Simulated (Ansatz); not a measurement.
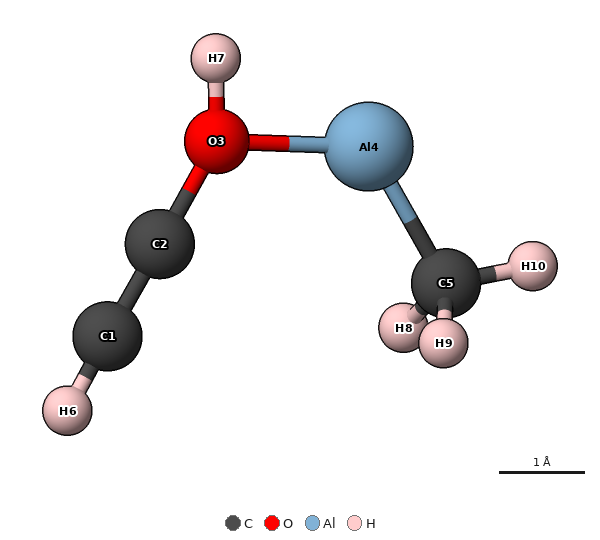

*The input geometry (ball-and-stick view, seen at a tilt; atoms are numbered from 1 in the order of the input). Sticks mark near contacts.*

Bond lengths as drawn: Al–C 1.92 Å, Al–O 1.88 Å, C–C 1.26 Å, C–H 1.01 to 1.17 Å, C–O 1.40 Å and H–O 0.99 Å.

# Geometry relaxation of C3H5AlO (part 1 of 2)

- system: C3H5AlO
- method: RKS LDA/6-31G* (Ansatz 0.2.0)

It belongs to a series of runs on one base structure; here: end point B relaxed. Figures and captions count atoms from 1; the log counts them from 0 in places.

The input:
```yaml
crystal:
  periodic: [false, false, false]
  atoms:
    - { symbol: C, position_ang: [0.217, -1.2049, 2.4638] }
    - { symbol: C, position_ang: [-0.6484, -0.952, 1.5864] }
    - { symbol: O, position_ang: [-1.5992, -0.709, 0.5941] }
    - { symbol: Al, position_ang: [-0.9946, 0.1882, -0.9483] }
    - { symbol: C, position_ang: [0.8153, 0.7763, -1.2001] }
    - { symbol: H, position_ang: [0.8827, -1.3289, 3.2094] }
    - { symbol: H, position_ang: [-2.53463, -0.79042, 0.28034] }
    - { symbol: H, position_ang: [1.529, -0.0773, -1.1505] }
    - { symbol: H, position_ang: [1.082, 1.5074, -0.3274] }
    - { symbol: H, position_ang: [0.9203, 1.2914, -2.1402] }
basis:
  gaussian: { orbitals: "6-31G*" }
hamiltonian:
  xc: lda
relax:
  f_tol: 0.02
  max_steps: 50
output:
  orbitals: {}
```

Hardware: 2 threads of Intel Xeon (Sapphire Rapids), 16 GiB of memory available, shared host.

Launch command:
```bash
ansatz run input.yaml --threads 2 --pin off --max-ram 3072MiB --backend cpu --events-out ev --progress --plain --runs-dir out
```

What the program printed:
```
The last accepted step is kept in [file] (removed where the run ends without a failure and the disk answers)
Engine: ansatz 0.2.0, x86_64-unknown-linux-gnu
Functional definition: SPW92
  exchange = slater_x
  correlation = pw_c
1052 factors; their error is unknown
mean field evaluation 1: about -11744.5514 eV, gradient 7.4e1 eV
mean field evaluation 2: about -11712.4495 eV, gradient 1.2e2 eV
mean field evaluation 4: about -11756.2767 eV, gradient 2.2e1 eV
mean field evaluation 8: about -11757.3464 eV, gradient 4.9e-1 eV
mean field evaluation 16: about -11757.3018 eV, gradient 2.5e-4 eV
mean field -11757.30181700 eV, -432.0728723895 hartree, gradient 1.9e-5 eV, S^2 0.000000; 0 other end points of the search recorded, 0 dependent functions left out
the calculation of the forces begins
reference -11757.30185061 eV, -432.0728736245 hartree; 22, 22 occupied and 67, 67 virtual orbitals, 1052 factors
relax step   1: F+E_penalty+E_count = -11757.30181700 eV  Δ(F+E_penalty+E_count) = +0.000e0 eV  max|allowed force component| = 5.377e0 eV/Å  Δτ_max = 0.0000 Å  (31 SCF iters, accepted)
these checks for a lower state are left out or cut short: starts, cluster_reference, orbital_swaps, neighbouring_geometries, increment
1052 factors; their error is unknown
mean field -11758.14964863 eV, -432.1040296272 hartree, gradient 1.3e-5 eV, S^2 0.000000; 0 other end points of the search recorded, 0 dependent functions left out
the calculation of the forces begins
reference -11758.14968193 eV, -432.1040308510 hartree; 22, 22 occupied and 67, 67 virtual orbitals, 1052 factors
relax step   2: F+E_penalty+E_count = -11758.14964863 eV  Δ(F+E_penalty+E_count) = -8.478e-1 eV  max|allowed force component| = 2.558e0 eV/Å  Δτ_max = 0.1939 Å  (30 SCF iters, accepted)
these checks for a lower state are left out or cut short: starts, cluster_reference, orbital_swaps, neighbouring_geometries, increment
1052 factors; their error is unknown
mean field evaluation 32: about -11758.5481 eV, gradient 3.3e-3 eV
mean field -11758.54813695 eV, -432.1186738028 hartree, gradient 1.2e-5 eV, S^2 0.000000; 0 other end points of the search recorded, 0 dependent functions left out
the calculation of the forces begins
reference -11758.54817059 eV, -432.1186750391 hartree; 22, 22 occupied and 67, 67 virtual orbitals, 1052 factors
relax step   3: F+E_penalty+E_count = -11758.54813695 eV  Δ(F+E_penalty+E_count) = -3.985e-1 eV  max|allowed force component| = 1.245e0 eV/Å  Δτ_max = 0.1910 Å  (31 SCF iters, accepted)
these checks for a lower state are left out or cut short: starts, cluster_reference, orbital_swaps, neighbouring_geometries, increment
1052 factors; their error is unknown
mean field -11758.71311012 eV, -432.1247364548 hartree, gradient 1.4e-5 eV, S^2 0.000000; 0 other end points of the search recorded, 0 dependent functions left out
the calculation of the forces begins
reference -11758.71314390 eV, -432.1247376962 hartree; 22, 22 occupied and 67, 67 virtual orbitals, 1052 factors
relax step   4: F+E_penalty+E_count = -11758.71311012 eV  Δ(F+E_penalty+E_count) = -1.650e-1 eV  max|allowed force component| = 1.598e0 eV/Å  Δτ_max = 0.1386 Å  (30 SCF iters, accepted)
these checks for a lower state are left out or cut short: starts, cluster_reference, orbital_swaps, neighbouring_geometries, increment
1052 factors; their error is unknown
mean field -11758.80095611 eV, -432.1279647355 hartree, gradient 1.7e-5 eV, S^2 0.000000; 0 other end points of the search recorded, 0 dependent functions left out
the calculation of the forces begins
reference -11758.80098930 eV, -432.1279659551 hartree; 22, 22 occupied and 67, 67 virtual orbitals, 1052 factors
relax step   5: F+E_penalty+E_count = -11758.80095611 eV  Δ(F+E_penalty+E_count) = -8.785e-2 eV  max|allowed force component| = 8.524e-1 eV/Å  Δτ_max = 0.1740 Å  (31 SCF iters, accepted)
these checks for a lower state are left out or cut short: starts, cluster_reference, orbital_swaps, neighbouring_geometries, increment
1052 factors; their error is unknown
mean field -11758.78828975 eV, -432.1274992555 hartree, gradient 6.6e-6 eV, S^2 0.000000; 0 other end points of the search recorded, 0 dependent functions left out
the calculation of the forces begins
reference -11758.78832282 eV, -432.1275004706 hartree; 22, 22 occupied and 67, 67 virtual orbitals, 1052 factors
relax step   6: F+E_penalty+E_count = -11758.78828975 eV  Δ(F+E_penalty+E_count) = +1.267e-2 eV  max|allowed force component| = 6.950e-1 eV/Å  Δτ_max = 0.1329 Å  (31 SCF iters, rejected (line search))
these checks for a lower state are left out or cut short: starts, cluster_reference, orbital_swaps, neighbouring_geometries, increment
1052 factors; their error is unknown
mean field -11758.82043435 eV, -432.1286805476 hartree, gradient 1.8e-5 eV, S^2 0.000000; 0 other end points of the search recorded, 0 dependent functions left out
the calculation of the forces begins
reference -11758.82046753 eV, -432.1286817668 hartree; 22, 22 occupied and 67, 67 virtual orbitals, 1052 factors
relax step   7: F+E_penalty+E_count = -11758.82043435 eV  Δ(F+E_penalty+E_count) = -1.948e-2 eV  max|allowed force component| = 1.102e-1 eV/Å  Δτ_max = 0.0648 Å  (29 SCF iters, accepted)
these checks for a lower state are left out or cut short: starts, cluster_reference, orbital_swaps, neighbouring_geometries, increment
1052 factors; their error is unknown
mean field evaluation 64: about -11758.8726 eV, gradient 2.3e-2 eV
mean field -11758.82533344 eV, -432.1288605857 hartree, gradient 1.8e-5 eV, S^2 0.000000; 0 other end points of the search recorded, 0 dependent functions left out
the calculation of the forces begins
reference -11758.82536655 eV, -432.1288618025 hartree; 22, 22 occupied and 67, 67 virtual orbitals, 1052 factors
relax step   8: F+E_penalty+E_count = -11758.82533344 eV  Δ(F+E_penalty+E_count) = -4.899e-3 eV  max|allowed force component| = 5.403e-2 eV/Å  Δτ_max = 0.1000 Å  (30 SCF iters, accepted)
these checks for a lower state are left out or cut short: starts, cluster_reference, orbital_swaps, neighbouring_geometries, increment
1052 factors; their error is unknown
mean field -11758.82780097 eV, -432.1289512657 hartree, gradient 1.9e-5 eV, S^2 0.000000; 0 other end points of the search recorded, 0 dependent functions left out
the calculation of the forces begins
reference -11758.82783391 eV, -432.1289524763 hartree; 22, 22 occupied and 67, 67 virtual orbitals, 1052 factors
relax step   9: F+E_penalty+E_count = -11758.82780097 eV  Δ(F+E_penalty+E_count) = -2.468e-3 eV  max|allowed force component| = 2.904e-2 eV/Å  Δτ_max = 0.0754 Å  (29 SCF iters, accepted)
these checks for a lower state are left out or cut short: starts, cluster_reference, orbital_swaps, neighbouring_geometries, increment
1052 factors; their error is unknown
mean field -11758.82838805 eV, -432.1289728408 hartree, gradient 1.7e-5 eV, S^2 0.000000; 0 other end points of the search recorded, 0 dependent functions left out
the calculation of the forces begins
reference -11758.82842085 eV, -432.1289740460 hartree; 22, 22 occupied and 67, 67 virtual orbitals, 1052 factors
relax step  10: F+E_penalty+E_count = -11758.82838805 eV  Δ(F+E_penalty+E_count) = -5.871e-4 eV  max|allowed force component| = 1.829e-2 eV/Å  Δτ_max = 0.0839 Å  (30 SCF iters, accepted)
these checks for a lower state are left out or cut short: starts, cluster_reference, orbital_swaps, neighbouring_geometries, increment
1052 factors; their error is unknown
mean field -11758.82851400 eV, -432.1289774693 hartree, gradient 1.5e-5 eV, S^2 0.000000; 0 other end points of the search recorded, 0 dependent functions left out
the calculation of the forces begins
reference -11758.82854685 eV, -432.1289786764 hartree; 22, 22 occupied and 67, 67 virtual orbitals, 1052 factors
relax step  11: F+E_penalty+E_count = -11758.82851400 eV  Δ(F+E_penalty+E_count) = -1.259e-4 eV  max|allowed force component| = 2.628e-2 eV/Å  Δτ_max = 0.0189 Å  (30 SCF iters, accepted)
these checks for a lower state are left out or cut short: starts, cluster_reference, orbital_swaps, neighbouring_geometries, increment
1052 factors; their error is unknown
mean field evaluation 96: about -11758.8287 eV, gradient 1.5e-5 eV
mean field -11758.82866910 eV, -432.1289831691 hartree, gradient 1.5e-5 eV, S^2 0.000000; 0 other end points of the search recorded, 0 dependent functions left out
the calculation of the forces begins
reference -11758.82870194 eV, -432.1289843759 hartree; 22, 22 occupied and 67, 67 virtual orbitals, 1052 factors
relax step  12: F+E_penalty+E_count = -11758.82866910 eV  Δ(F+E_penalty+E_count) = -1.551e-4 eV  max|allowed force component| = 6.521e-3 eV/Å  Δτ_max = 0.0067 Å  (30 SCF iters, accepted)
```

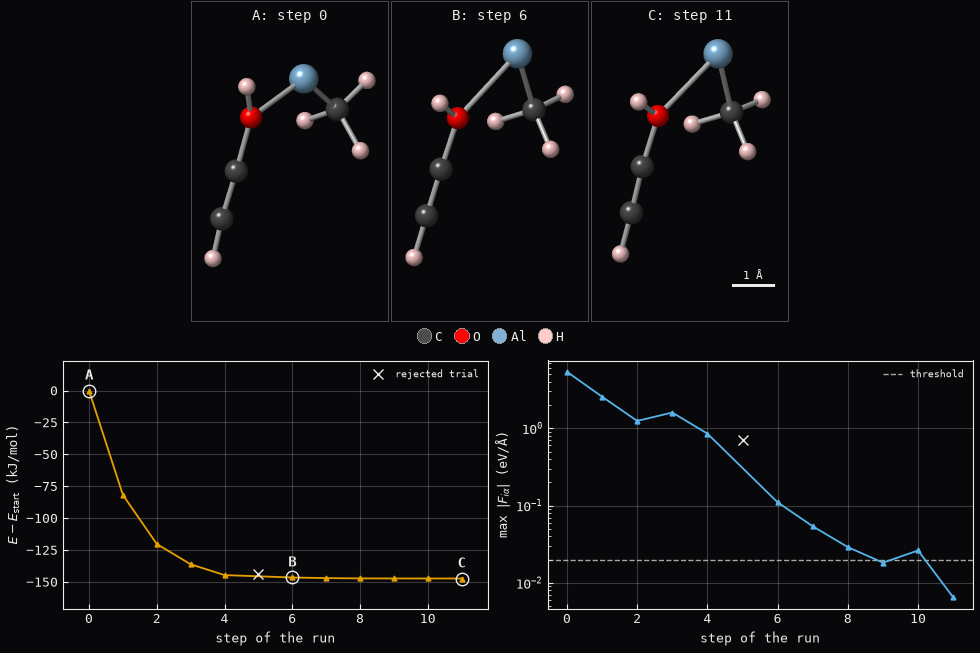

*Frames of the relaxation (ball-and-stick view, seen at a tilt) above the curves, on which the letters mark them (the first geometry is step 0 here and step 1 in the log).*

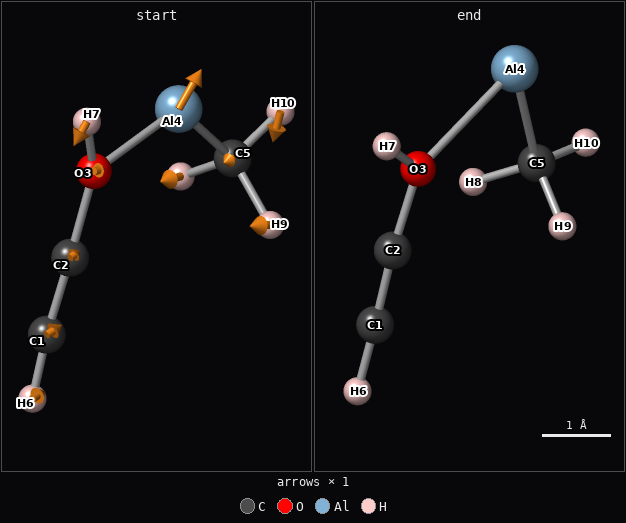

*Before (left) and after (right) the relaxation, at one scale (ball-and-stick view, seen at a tilt). The orange arrows give the displacements, at true length.*

The atom that moves furthest after the best rigid fit is Al4 (0.69 Å). By element the largest moves are Al 0.69 Å, H 0.51 Å, C 0.31 Å, O 0.24 Å. Distances before and after: O3–Al4 1.884 → 2.260 Å, C2–O3 1.396 → 1.317 Å, C1–H6 1.007 → 1.076 Å, Al4–C5 1.920 → 1.986 Å. Among the angles that change: O3–Al4–C5 123.8° → 85.7°, C2–O3–H7 148.7° → 113.6°, Al4–O3–H7 94.8° → 114.2°. After 11 geometry steps the energy has fallen by 147.3 kJ/mol. The largest force component goes from 5.4 to 0.0065 eV/Å. The line search rejected the trial step at point 5 (counted from 0) and went back. (Atoms are counted from 1 in the order of the input.)

```
1052 factors; their error is unknown
mean field -11758.82866910 eV, -432.1289831691 hartree, gradient 1.4e-5 eV, S^2 0.000000; 1 other end points of the search recorded, 0 dependent functions left out
the calculation of the forces begins
reference -11758.82870194 eV, -432.1289843759 hartree; 22, 22 occupied and 67, 67 virtual orbitals, 1052 factors
Total energy: -11758.82870194 eV, -432.1289843759 hartree
Atom 0 at     0.295029    -1.028884     2.225762 Å, force    -0.005985     0.001096    -0.006479 eV/Å
Atom 1 at    -0.587047    -0.849395     1.413481 Å, force     0.006521     0.000798     0.003804 eV/Å
Atom 2 at    -1.447913    -0.585581     0.451841 Å, force     0.001149     0.000073     0.001999 eV/Å
Atom 3 at    -1.212968     0.427817    -1.554858 Å, force    -0.002065    -0.000721    -0.000819 eV/Å
Atom 4 at     0.685686     0.687135    -1.034985 Å, force     0.003974    -0.000044     0.000084 eV/Å
Atom 5 at     1.047305    -1.209800     2.973982 Å, force    -0.001727    -0.000974     0.000062 eV/Å
Atom 6 at    -2.351820    -0.938585     0.623213 Å, force     0.001003    -0.000290     0.000433 eV/Å
```
